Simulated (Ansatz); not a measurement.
# U-wB97M-V/def2-SVP (core potential) run of SnH2ClO2 (SMILES [OH][Sn]([OH])[Cl])

What is the electronic atomisation energy of SnH2ClO2 at U-wB97M-V/def2-SVP (core potential)? 

The calculation is run with Ansatz 0.2.0.

63 further runs of the same task are left out: 63 set aside as unsound or not needed.

## (1) Starting point

SnH2ClO2: 6 atoms, total charge 0, spin state doublet. As SMILES, `[OH][Sn]([OH])[Cl]`. Geometry: relaxed at PBE0-D4/def2-TZVP. This is one conformer, not always the lowest.

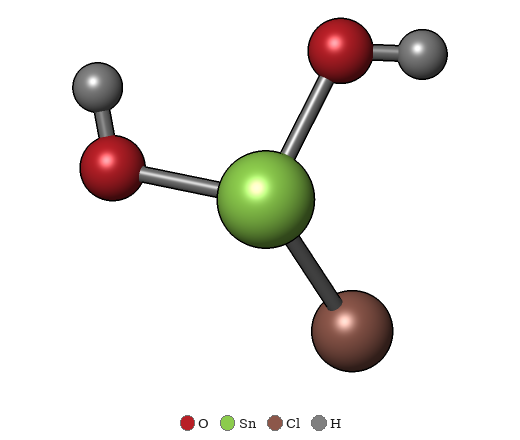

Viewed from a chosen angle; oxygen red, tin green, chlorine brown, hydrogen grey.

## (2) The energy at U-wB97M-V/def2-SVP (core potential)

molecule.yaml reads:

```yaml
crystal:
  periodic: [false, false, false]
  atoms:
    - {symbol: O, position_ang: [-0.447400, 1.400500, -0.158300]}
    - {symbol: Sn, position_ang: [0.371800, -0.318200, -0.659700]}
    - {symbol: O, position_ang: [1.256500, -0.847900, 1.007700]}
    - {symbol: Cl, position_ang: [-1.328200, -1.877100, -1.106600]}
    - {symbol: H, position_ang: [-1.182700, 1.666400, -0.718500]}
    - {symbol: H, position_ang: [1.372100, -0.087800, 1.589200]}
basis:
  gaussian: {orbitals: def2-SVP}
magnetization: {spin_polarized: true, initial_magnetization: 1}
hamiltonian: {xc: {name: wB97M-V}}
accuracy: high
output: {orbitals: {seedname: orbitals}}
```

Run with:

```console
ansatz run molecule.yaml --threads 1 --pin off --max-ram 3480MiB --events-out events.jsonl --progress --plain --runs-dir runs
```

Output:

```text
Warning: RAYON_NUM_THREADS=1 ignored (pool sized by the plan → 1); use --threads N
Functional definition: wB97M-V
  name "wB97M-V"
  parameter omega = 0.3/bohr
  parameter cx = 0.15
  parameter cx01 = 1.007
  parameter cx10 = 0.259
  parameter css00 = 0.443
  parameter css04 = -1.437
  parameter css10 = -4.535
  parameter css20 = -3.390
  parameter css43 = 4.278
  parameter cos00 = 1.000
  parameter cos10 = 1.358
  parameter cos20 = 2.924
  parameter cos21 = -8.812
  parameter cos60 = -1.390
  parameter cos61 = 9.142
  parameter b = 6.0
  parameter c = 0.01
  gx(w, u) = 1 - cx + cx01*u + cx10*w
  gss(w, u) = css00 + css04*u^4 + css10*w + css20*w^2 + css43*w^4*u^3
  gos(w, u) = cos00 + cos10*w + (cos20 + cos21*u)*w^2 + (cos60 + cos61*u)*w^6
  exchange = spin_sum(e_x_unif_sr(omega)*gx(b97_w, b97_u_x)) + cx*exact_x_sr(omega) + exact_x_lr(omega)
  correlation = spin_sum(e_c_pw_mod_same_spin*gss(b97_w, b97_u_same))
      + integral(e_c_pw_mod_opposite_spin*gos(b97_w_opposite, b97_u_opposite)) + vv10(b, c)
1801 factors; integrals over basis functions are off by at most 3.3e-9 eV
349 factors; integrals over basis functions are off by at most 1.7e-9 eV
mean field evaluation 1: about -22463.6124 eV, gradient 4.4e1 eV
mean field evaluation 2: about -22458.4969 eV, gradient 5.9e1 eV
mean field evaluation 4: about -22471.3766 eV, gradient 1.3e0 eV
mean field evaluation 8: about -22471.4728 eV, gradient 1.3e-1 eV
mean field evaluation 16: about -22471.4730 eV, gradient 7.2e-4 eV
mean field evaluation 32: about -22471.4730 eV, gradient 4.5e-8 eV
mean field -22471.47300723 eV, -825.8114013041 hartree, gradient 4.5e-8 eV, S^2 0.755949; 0 other end points of the search recorded, 0 dependent functions left out
reference -22471.47301143 eV, -825.8114014586 hartree; 29, 28 occupied and 53, 54 virtual orbitals, 1801 factors
Total energy: -22471.47301143 eV, -825.8114014586 hartree
```

It took 1.9 min on 1 thread of Arm Neoverse V2, shared host; peak memory 1 GiB.

## (3) The Cl atom at the same level

molecule.yaml reads:

```yaml
basis:
  gaussian:
    orbitals: def2-SVP
crystal:
  periodic: [false, false, false]
  atoms:
    - {symbol: Cl, position_ang: [0.000000, 0.000000, 0.000000]}
magnetization:
  spin_polarized: true
  initial_magnetization: 1
hamiltonian:
  xc: {name: wB97M-V}
accuracy: high
```

Run with:

```console
ansatz run molecule.yaml --threads 1 --pin off --max-ram 3480MiB --events-out events.jsonl --progress --plain --runs-dir runs
```

Output:

```text
Warning: RAYON_NUM_THREADS=1 ignored (pool sized by the plan → 1); use --threads N
[... 19 set-up lines as earlier in the session ...]
  gx(w, u) = 1 - cx + cx01*u + cx10*w
  gss(w, u) = css00 + css04*u^4 + css10*w + css20*w^2 + css43*w^4*u^3
  gos(w, u) = cos00 + cos10*w + (cos20 + cos21*u)*w^2 + (cos60 + cos61*u)*w^6
[... 2 set-up lines as earlier in the session ...]
      + integral(e_c_pw_mod_opposite_spin*gos(b97_w_opposite, b97_u_opposite)) + vv10(b, c)
134 factors; integrals over basis functions are off by at most 2.6e-9 eV
54 factors; integrals over basis functions are off by at most 2.1e-9 eV
mean field evaluation 1: about -12516.3254 eV, gradient 2.3e0 eV
mean field evaluation 2: about -12516.3544 eV, gradient 4.4e-1 eV
mean field evaluation 4: about -12516.3563 eV, gradient 4.5e-1 eV
mean field evaluation 8: about -12516.3577 eV, gradient 1.6e-3 eV
mean field evaluation 16: about -12516.3577 eV, gradient 8.8e-8 eV
mean field -12516.35766213 eV, -459.9676601913 hartree, gradient 8.8e-8 eV, S^2 0.751146; 0 other end points of the search recorded, 0 dependent functions left out
reference -12516.35766343 eV, -459.9676602391 hartree; 9, 8 occupied and 9, 10 virtual orbitals, 134 factors
Total energy: -12516.35766343 eV, -459.9676602391 hartree
```

Run time: 5.4 s. Hardware: 1 thread of Arm Neoverse V2, shared host; peak memory 0.2 GiB.

## (4) The H atom

input.yaml reads:

```yaml
crystal:
  periodic: [false, false, false]
  atoms:
    - {symbol: H, position_ang: [0.000000, 0.000000, 0.000000]}
basis:
  gaussian: {orbitals: def2-SVP}
magnetization: {spin_polarized: true, initial_magnetization: 1}
hamiltonian: {xc: {name: wB97M-V}}
accuracy: high
```

Run the same way, it converges to -0.49171 Eh (log not shown).

## (5) The O atom at the same level

run.yaml reads:

```yaml
basis:
  gaussian:
    orbitals: def2-SVP
crystal:
  periodic: [false, false, false]
  atoms:
    - {symbol: O, position_ang: [0.000000, 0.000000, 0.000000]}
magnetization:
  spin_polarized: true
  initial_magnetization: 2
hamiltonian:
  xc: {name: wB97M-V}
accuracy: high
```

Run the same way, it converges to -74.98020 Eh (log not shown).

## (6) The Sn atom

molecule.yaml reads:

```yaml
crystal:
  periodic: [false, false, false]
  atoms:
    - {symbol: Sn, position_ang: [0.000000, 0.000000, 0.000000]}
basis:
  gaussian: {orbitals: def2-SVP}
magnetization: {spin_polarized: true, initial_magnetization: 2}
hamiltonian: {xc: {name: wB97M-V}}
accuracy: high
```

Run the same way, it converges to -214.20122 Eh (log not shown).

## (7) What came out

Level: U-wB97M-V/def2-SVP (core potential).

| quantity | value |
| --- | --- |
| molecule: total energy | -825.81140 Eh |
| molecule: HOMO energy (highest over α and β) | -9.01 eV |
| molecule: LUMO energy (lowest over α and β) | -2.28 eV |
| molecule: ⟨S²⟩ | 0.756 |
| Cl atom: total energy | -459.96766 Eh |
| Cl atom: ⟨S²⟩ | 0.751 |
| H atom: total energy | -0.49171 Eh |
| H atom: ⟨S²⟩ | 0.750 |
| O atom: total energy | -74.98020 Eh |
| O atom: ⟨S²⟩ | 2.003 |
| Sn atom: total energy | -214.20122 Eh |
| Sn atom: ⟨S²⟩ | 2.003 |
| electronic atomisation energy | 19.013 eV |

**Reading.** Taking the molecule apart into free atoms costs 19.01 eV (1834 kJ/mol), before zero-point energy and without spin-orbit coupling.
